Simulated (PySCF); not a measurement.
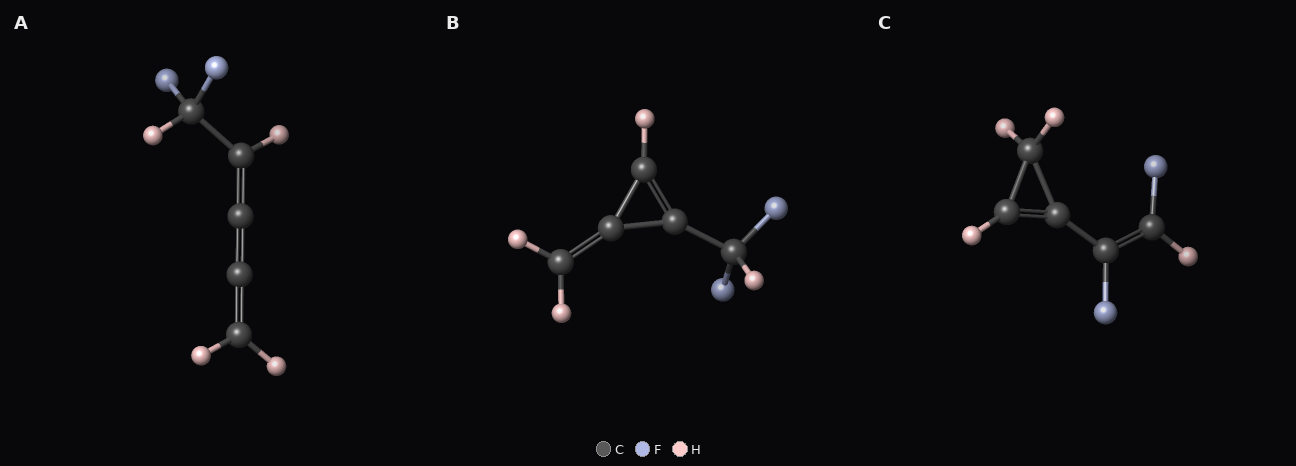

3 stationary structures of one formula. Geometries: PBE0-D3(BJ)/def2-SVP. Electronic energies: PBE0-D3(BJ)/def2-SVP (PySCF 2.14.0), without zero-point energy. No frequency run is at hand to confirm each as a minimum. Each is one conformer, not always the lowest.

Question: Which structure is the most stable?

Answer: A is lowest; B lies 50.0 kJ/mol above it, C lies 60.2 kJ/mol above it. A is `C=C=C=CC(F)F`, B is `C=C1C=C1C(F)F`, C is `F/C=C(/F)C1=CC1`.
